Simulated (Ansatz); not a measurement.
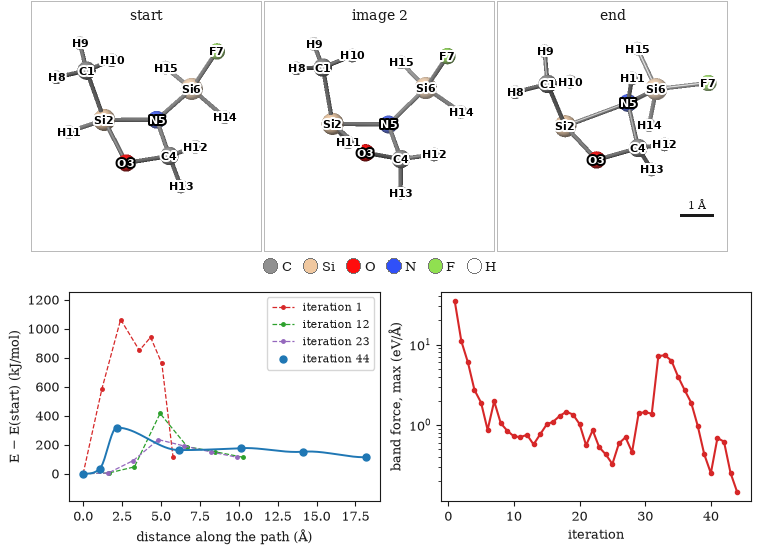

A nudged-elastic-band calculation for C$_{2}$H$_{8}$FNOSi$_{2}$. Images are numbered from 0 (start) to 6 (end). The plot follows the band through its iterations. Style: ball-and-stick. Shown at a tilt.

Theory: RKS B3LYP-D4/STO-3G in Ansatz. Settings: 5 movable images; climbing image; force threshold 0.2 eV/Å; iteration limit 60; starting path through a guess of the saddle point.

**Did the band converge, and can the barrier be trusted?**

The run is converged, with reservations. The band converged in 44 iterations. The largest component of the band force went from 35 to 0.15 eV/Å. The climbing image converged on the top of the path. Its curvatures weren't checked. The force threshold is loose. The first iteration put the highest image at 1063.9 kJ/mol. The energy climbs by 318.2 kJ/mol to image 2 and then falls by 204.8 kJ/mol, so the end point sits at +113.3 kJ/mol. The profile has 2 maxima (images 2, 4) with a dip at image 3 (+163.1 kJ/mol), so the process runs in steps.

Limits of the set-up: STO-3G is a minimal basis, so the numbers are rough.

Cost: 17 min on 1 thread of Arm Neoverse V1, with other jobs on the host, peak memory 0.14 GiB.
